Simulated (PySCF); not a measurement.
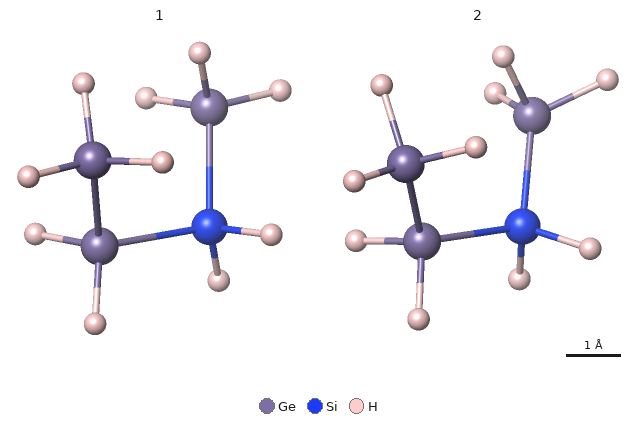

Two geometries of Ge3SiH10, drawn at one scale. One is the start of a relaxation, the other its converged end. The picture is a ball-and-stick view, seen from a free direction.

The calculation used PBE0-D3(BJ)/def2-SVP geometry optimisation, gas phase (PySCF). 

**Which one is relaxed?**

Structure 1 is the relaxed one. The start comes from GFN2-xTB. Its atoms were then displaced at random by about 0.03 Å. The atom that moves furthest after the best rigid fit is an H atom (0.66 Å). Largest moves by element: H 0.66 Å, Ge 0.20 Å, Si 0.17 Å. Among the contacts that change: Ge–Si 2.223 → 2.383 Å, Ge–H 1.413 → 1.539 Å, Ge–H 1.455 → 1.540 Å, Ge–Ge 2.348 → 2.426 Å. Bond angles that change, for instance: H–Ge–H 95.4° → 108.5°, Si–Ge–H 122.7° → 110.2°, Ge–Ge–Si 119.7° → 108.6°. Groups turn about Ge–Si by about 30°. After 14 geometry steps the energy has fallen by 21.3 kcal/mol.
